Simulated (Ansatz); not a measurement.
**Equilibrium of C2H3F3 ⇌ C2H2F2 + HF at process temperatures**

Gas-phase species: C2H3F3 (1,1,2-trifluoroethane) `FCC(F)F`, singlet; C2H2F2 (vinylidene fluoride) `C=C(F)F`, singlet; HF, singlet. This is a balance of energies; it says nothing on the path, which may need atoms to shift.

The electronic reaction energy at CCSD(T)/CBS estimate is +60.1 kJ/mol. Shapes: PBE0-D4/def2-TZVP. Flexible molecules stand in one conformer, not always the lowest. Programs: Ansatz 0.2.0. Enthalpy and entropy come from rigid-rotor, harmonic-oscillator sums on unscaled PBE0-D4/def2-TZVP wavenumbers, ideal gases at 1 bar; R ln 2 is added for the mirror twin of the chiral shape of C2H3F3. Symmetry numbers: C2H3F3 1, C2H2F2 2, HF 1. R = 8.3145 J/(mol K).

| T (K) | ΔH (kJ/mol) | ΔS (J/(mol K)) |
| --- | --- | --- |
| 600 | +49.0 | +136.7 |
| 800 | ? | ? |
| 1000 | +47.8 | +135.4 |

Question: Work out ln K at 600 and 1000 K, and from these estimate it at 800 K.

Answer: 
1. 600 K: ΔG = +49.0 − 600 × (+136.7)/1000 = -33.0 kJ/mol; ln K = −ΔG/RT = +6.61.
2. 1000 K: ΔG = +47.8 − 1000 × (+135.4)/1000 = -87.6 kJ/mol; ln K = −ΔG/RT = +10.54.
3. Slope against 1000/T: (+10.54 − (+6.61))/(1.0000 − 1.6667) = -5.89, that is −ΔH/R with ΔH near +49 kJ/mol.
4. 800 K: ln K = +6.61 + (-5.89) × (1.2500 − 1.6667) = +9.06.

The full sums give ΔH = +48.9 kJ/mol, ΔS = +136.6 J/(mol K), ΔG = -60.4 kJ/mol and ln K = +9.08 at 800 K, so the line is off by -0.02 in ln K; without rounding the miss is -0.01, from the change of ΔH with temperature. The products are favoured over this whole range. The number of molecules rises, which sets the sign of ΔS, and lower pressure favours the products. An error of 10 kJ/mol in the energy moves ln K by 1.5 at 800 K. Soft modes are treated as harmonic, which can err either way at these temperatures; the lowest are those of C2H3F3 (118 cm⁻¹). Other conformers aren't counted. Other reactions of these species are left aside. The CBS estimate extrapolates MP2 from def2-TZVPP and def2-QZVPP and adds CCSD(T) − MP2 in the triple-zeta set, cores frozen.

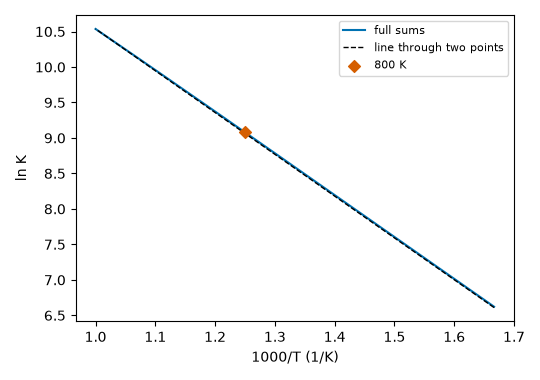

The van 't Hoff plot.
